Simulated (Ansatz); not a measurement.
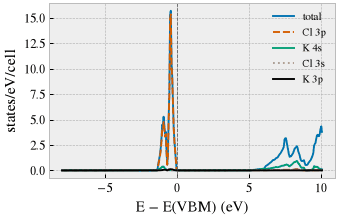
Fig. 1. Total and projected density of states of KCl (rock salt, Fm-3m), the program Ansatz at the LDA level (PAW)

### Question
Which orbitals carry the states next to the gap?

### Answer
Top 1 eV of the valence band: Cl 3p 96 %. Bottom 1 eV of the conduction band: K 4s 72 %, Cl 3s 16 %, Cl 3p 5 %. Projections are on Löwdin-orthogonalised atomic valence shells; empty p or d shells of many metals are not among them.

### Question
Where is the tallest occupied peak in this window, and what makes it?

### Answer
Near -0.4 eV, about 16 states/eV per cell; the largest projected share is Cl 3p.

Symmetry was held in the LDA relaxation; phonons on a q-mesh show no instability.

Potentials: the later of the program's two PAW sets.
